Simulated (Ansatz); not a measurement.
**SiH2F (SMILES F[SiH2]): UCAM-B3LYP/STO-3G**

What is the energy change on altering one bond length of SiH2F at UCAM-B3LYP/STO-3G? 

The calculation is run with Ansatz 0.2.0.

46 further runs of the same task are left out: 46 set aside as unsound or not needed.

**1. The structure to begin with**

SiH2F has 4 atoms, charge 0, and is taken as a doublet. SMILES: `F[SiH2]`. Geometry: relaxed at GFN2-xTB.

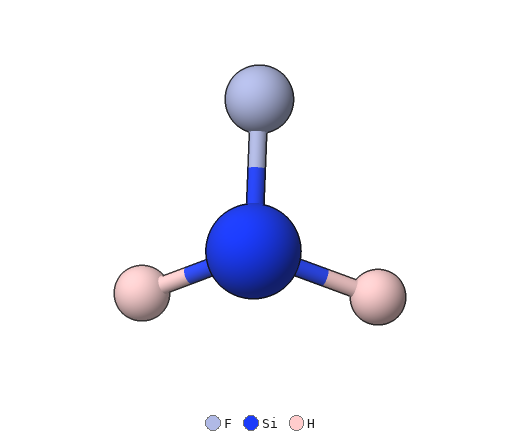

Viewed from a chosen angle; fluorine light blue, silicon blue, hydrogen pink.

**2. A single-point energy at UCAM-B3LYP/STO-3G**

run.yaml reads:

```yaml
crystal:
  periodic: [false, false, false]
  atoms:
    - {symbol: F, position_ang: [1.205590, 0.647540, -0.425510]}
    - {symbol: Si, position_ang: [-0.122150, -0.264920, -0.246870]}
    - {symbol: H, position_ang: [-1.219930, 0.678520, -0.261640]}
    - {symbol: H, position_ang: [0.136490, -1.061140, 0.934020]}
basis:
  gaussian: {orbitals: STO-3G}
magnetization: {spin_polarized: true, initial_magnetization: 1}
total_charge: 0
hamiltonian: {xc: {name: CAM-B3LYP}}
accuracy: high
```

Run with:

```bash
$ ansatz run run.yaml --threads 1 --pin off --max-ram 2610MiB --events-out events.jsonl --progress --plain --runs-dir runs
```

What it wrote:

```text
Warning: RAYON_NUM_THREADS=1 ignored (pool sized by the plan → 1); use --threads N
Functional definition: CAM-B3LYP
  name "CAM-B3LYP"
  parameter alpha = 0.19
  parameter beta = 0.46
  parameter omega = 0.33/bohr
  parameter ac = 0.81
  exchange = (1 - alpha - beta)*b88_x + beta*b88_x_sr(omega) + alpha*exact_x + beta*exact_x_lr(omega)
  correlation = (1 - ac)*vwn5_c + ac*lyp_c
270 factors; integrals over basis functions are off by at most 2.6e-8 eV
125 factors; integrals over basis functions are off by at most 6.7e-10 eV
mean field evaluation 1: about -10491.5533 eV, gradient 1.1e1 eV
mean field evaluation 2: about -10491.8548 eV, gradient 1.2e1 eV
mean field evaluation 4: about -10492.7333 eV, gradient 2.3e-1 eV
mean field evaluation 8: about -10492.7162 eV, gradient 2.1e-3 eV
mean field evaluation 16: about -10492.7162 eV, gradient 7.4e-7 eV
mean field -10492.71618805 eV, -385.6002076925 hartree, gradient 8.0e-9 eV, S^2 0.750704; 0 other end points of the search recorded, 0 dependent functions left out
reference -10492.71619883 eV, -385.6002080886 hartree; 13, 12 occupied and 3, 4 virtual orbitals, 270 factors
Total energy: -10492.71619883 eV, -385.6002080886 hartree
```

It took 1.6 s on 1 thread of Arm Neoverse V1, shared host; peak memory 0.12 GiB.

**3. The distorted shape, same level**

in.yaml reads:

```yaml
crystal:
  periodic: [false, false, false]
  atoms:
    - {symbol: F, position_ang: [1.140934, 0.846584, -0.720716]}
    - {symbol: Si, position_ang: [-0.186806, -0.065876, -0.542076]}
    - {symbol: H, position_ang: [-1.284586, 0.877564, -0.556846]}
    - {symbol: H, position_ang: [0.136490, -1.061140, 0.934020]}
basis:
  gaussian:
    orbitals: STO-3G
accuracy: high
hamiltonian:
  xc: {name: CAM-B3LYP}
magnetization:
  spin_polarized: true
  initial_magnetization: 1
```

Run with:

```bash
$ ansatz run in.yaml --threads 1 --pin off --max-ram 2610MiB --events-out events.jsonl --progress --plain --runs-dir runs
```

What it wrote:

```text
Warning: RAYON_NUM_THREADS=1 ignored (pool sized by the plan → 1); use --threads N
Functional definition: CAM-B3LYP
  name "CAM-B3LYP"
  parameter alpha = 0.19
  parameter beta = 0.46
  parameter omega = 0.33/bohr
  parameter ac = 0.81
  exchange = (1 - alpha - beta)*b88_x + beta*b88_x_sr(omega) + alpha*exact_x + beta*exact_x_lr(omega)
  correlation = (1 - ac)*vwn5_c + ac*lyp_c
268 factors; integrals over basis functions are off by at most 3.1e-8 eV
124 factors; integrals over basis functions are off by at most 7.3e-10 eV
mean field evaluation 1: about -10490.2550 eV, gradient 1.3e1 eV
mean field evaluation 2: about -10490.6524 eV, gradient 1.3e1 eV
mean field evaluation 4: about -10491.7701 eV, gradient 3.9e-1 eV
mean field evaluation 8: about -10491.7473 eV, gradient 6.4e-3 eV
mean field evaluation 16: about -10491.7473 eV, gradient 3.5e-6 eV
mean field -10491.74734072 eV, -385.5646032098 hartree, gradient 2.8e-8 eV, S^2 0.753291; 0 other end points of the search recorded, 0 dependent functions left out
reference -10491.74735176 eV, -385.5646036155 hartree; 13, 12 occupied and 3, 4 virtual orbitals, 268 factors
Total energy: -10491.74735176 eV, -385.5646036155 hartree
```

Wall time 1.6 s (1 thread of Arm Neoverse V1, shared host); peak memory 0.12 GiB.

**4. Summary of results**

At UCAM-B3LYP/STO-3G:

| quantity | value |
| --- | --- |
| first shape: total energy | -385.60021 Eh |
| first shape: ⟨S²⟩ | 0.751 |
| distorted shape: total energy | -385.56460 Eh |
| distorted shape: ⟨S²⟩ | 0.753 |
| energy change with the Si2–H4 bond stretched from 1.448 to 1.809 Å | 0.969 eV |

What this shows: With the Si2–H4 bond stretched from 1.448 to 1.809 Å the energy rises by 0.97 eV (93.5 kJ/mol). The first shape isn't relaxed at this level, so the change isn't measured from a minimum. The minimal basis adds a large error of its own.
